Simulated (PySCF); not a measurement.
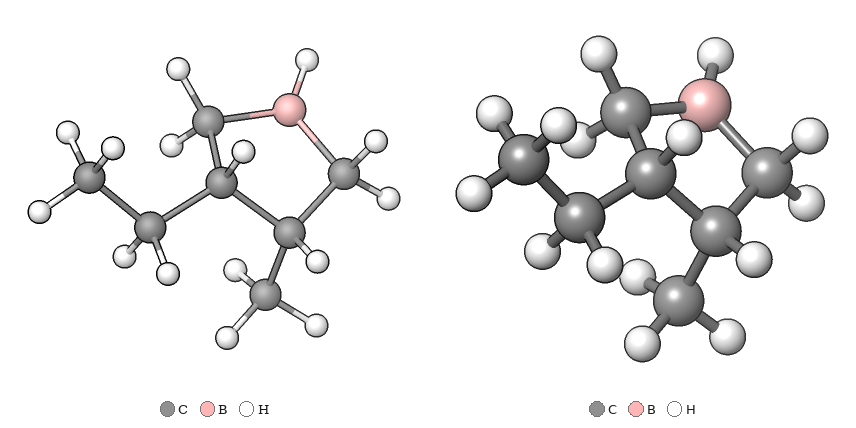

The same structure drawn twice, from different directions.

The geometry was computed by an optimisation with PBE0-D3(BJ)/def2-SVP. No frequency run is at hand to confirm it as a minimum.

**Count the atoms of each element.**

C7H15B, 23 atoms: 7 carbon, 15 hydrogen and 1 boron.

**Name some functional groups or characteristic bonds that it holds.**

Among them: B–H bond.

**Give the symmetry (Schoenflies symbol).**

C1.

**Describe its rings.**

Independent rings (smallest set): 1 of 5 members.

**What is its SMILES?**

CC[C@@H]1CBC[C@@H]1C

More results for the same structure follow; atom numbers are the same in all pictures, views and colours differ.

## Shape

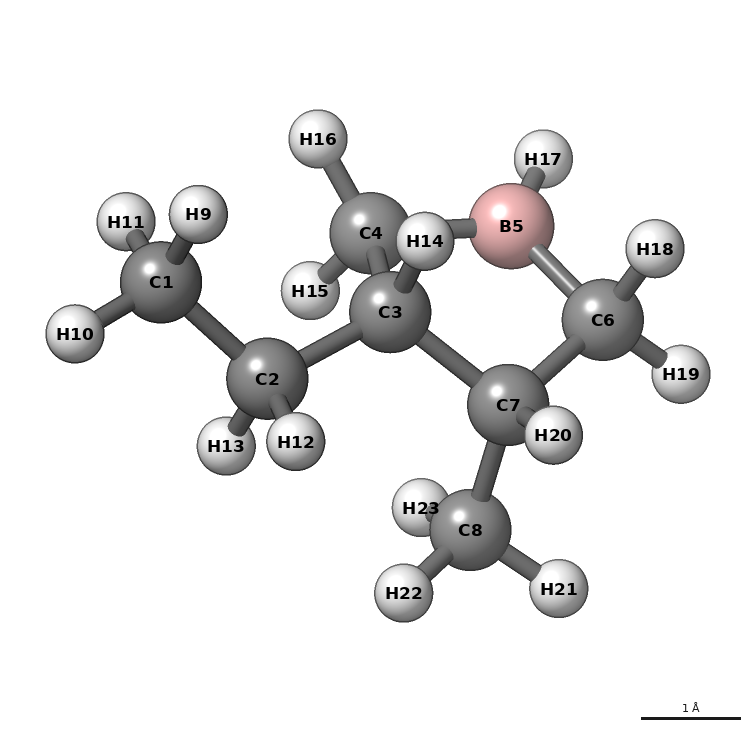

Numbered structure. No frequency run is at hand to confirm it as a minimum.

List the bonds and their lengths. Leave out bonds to hydrogen.

| bond | length (Å) | order |
| --- | --- | --- |
| C1–C2 | 1.521 | single |
| C2–C3 | 1.524 | single |
| C3–C4 | 1.540 | single |
| C3–C7 | 1.549 | single |
| C4–B5 | 1.568 | single |
| B5–C6 | 1.566 | single |
| C6–C7 | 1.539 | single |
| C7–C8 | 1.526 | single |

## Core levels

No frequency run is at hand to confirm it as a minimum. Method: delta-SCF UKS SCAN, pcX-2 on the ionised atom, pcseg-1 elsewhere, spin-free X2C (PySCF 2.14.0).

Give the core-electron binding energies (to vacuum) of C1 1s, C2 1s, C3 1s, C4 1s, B5 1s, C6 1s, C7 1s, C8 1s.

| atom | level | binding energy (eV) |
| --- | --- | --- |
| C1 | 1s | 290.4 |
| C2 | 1s | 290.2 |
| C3 | 1s | 290.1 |
| C4 | 1s | 289.7 |
| B5 | 1s | 195.5 |
| C6 | 1s | 289.7 |
| C7 | 1s | 290.2 |
| C8 | 1s | 290.3 |

## Ring current

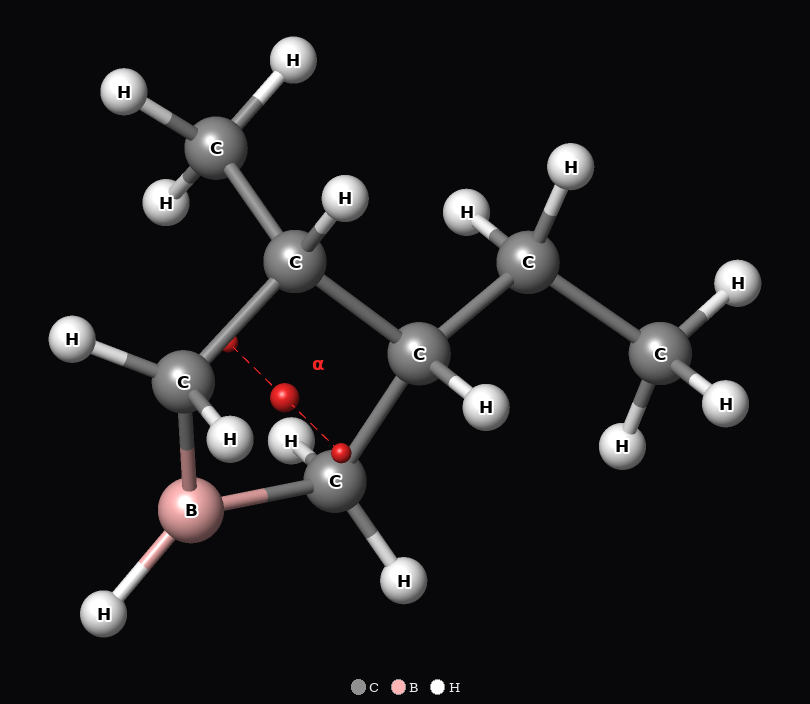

The small points mark where nucleus-independent chemical shifts (NICS) were computed: at the centre of each lettered ring and 1 Å above and below it. No frequency run is at hand to confirm it as a minimum. Method: GIAO ωB97X-D/pcSseg-1 NMR shielding, non-relativistic, gas phase (PySCF 2.14.0).

Give NICS(0), NICS(1) and the out-of-plane component NICS(1)zz for each ring (means of the two sides).

| ring | members | NICS(0) | NICS(1) | NICS(1)zz |
| --- | --- | --- | --- | --- |
| α | C4B | −0.1 | −3.3 | −3.2 |

Values in ppm.

**What do the values say about the ring currents?**

Ring α: weak, as in a non-aromatic ring. NICS is one index among several.

## NMR shielding

The questions are on isotropic NMR shieldings of the C atoms. No frequency run is at hand to confirm it as a minimum. Properties computed with GIAO PBE0/pcSseg-1 NMR shielding, non-relativistic, gas phase (PySCF 2.14.0).

List the isotropic NMR shieldings of the C atoms.

```json
{"atom": "C1", "σ (ppm)": "168.8"}
{"atom": "C2", "σ (ppm)": "155.1"}
{"atom": "C3", "σ (ppm)": "137.4"}
{"atom": "C4", "σ (ppm)": "151.0"}
{"atom": "C6", "σ (ppm)": "139.4"}
{"atom": "C7", "σ (ppm)": "144.0"}
{"atom": "C8", "σ (ppm)": "167.3"}
```
